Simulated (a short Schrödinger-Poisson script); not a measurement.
Structure: MOS inversion layer, SiO2 on p-type Si(100), at 300 K.

```csv
layer,material,thickness (nm),Na (cm⁻³)
1,SiO2,1.5,-
2,Si,1000,5.1e17
```

Constants are typed, rounded textbook-type inputs, not results; the design itself was drawn at random and stands for no fabricated device. SiO2: permittivity 3.9, conduction-band edge (eV) 3.15, gap (eV) 9, electron mass (mₑ) 0.5. Si: permittivity 11.7, conduction-band edge (eV) 0, gap (eV) 1.124, Nv at 300 K (cm⁻³) 3.1e19.

Channel valleys (confinement mass, in-plane density-of-states mass, number): Δ2 0.916, 0.19, 2; Δ4 0.19, 0.417, 4. At the gate the conduction-band edge of layer 1 lies 3.76 eV − eVg above the Fermi level of the channel; the field vanishes at the back. Gaps are held at their typed values at every temperature. Mesh 0.03 nm at interfaces.

Solved with a short Schrödinger-Poisson script written for these runs: 1D Poisson equation in equilibrium, electrons quantum, Hartree (BenDaniel-Duke, 12 states a valley, the channel's in-plane mass for all, wave functions free to enter the dielectric), parabolic valleys, classical holes, full ionisation, no traps, pinning or gate leakage.

Only gate voltages with over 1e8 electrons/cm² are shown.

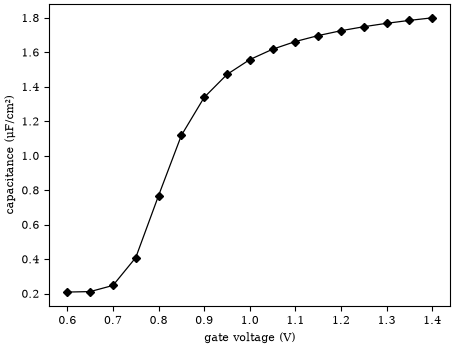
Fig. 1. Quasi-static capacitance against gate voltage

```tsv
Vg (V)	electrons (cm⁻²)	C (μF/cm²)	Δ2 E0 (meV)	Δ2 E1 (meV)	Δ4 E0 (meV)	Δ4 E1 (meV)
0.6	3.72e8	0.208	255.9	319.3	303.7	408.3
0.65	2.00e9	0.211	212.0	276.7	260.6	367.4
0.7	1.06e10	0.247	168.5	234.4	217.9	326.8
0.75	5.12e10	0.409	127.3	194.5	177.6	288.5
0.8	1.86e11	0.768	93.3	162.0	144.7	257.5
0.85	4.55e11	1.12	69.3	140.0	122.1	236.6
0.9	8.23e11	1.34	52.8	125.6	107.1	223.4
0.95	1.25e12	1.47	40.7	115.8	96.7	214.5
1	1.72e12	1.56	31.2	108.6	88.8	208.1
1.05	2.21e12	1.62	23.4	103.0	82.6	203.3
1.1	2.72e12	1.66	16.7	98.5	77.5	199.6
1.15	3.24e12	1.70	10.8	94.8	73.1	196.5
1.2	3.77e12	1.72	5.4	91.6	69.3	194.0
1.25	4.31e12	1.75	0.5	88.9	65.9	191.9
1.3	4.86e12	1.77	-4.0	86.5	62.9	190.0
1.35	5.41e12	1.78	-8.2	84.4	60.1	188.4
1.4	5.97e12	1.80	-12.2	82.5	57.5	187.0
```

Subbands count from the Fermi level.
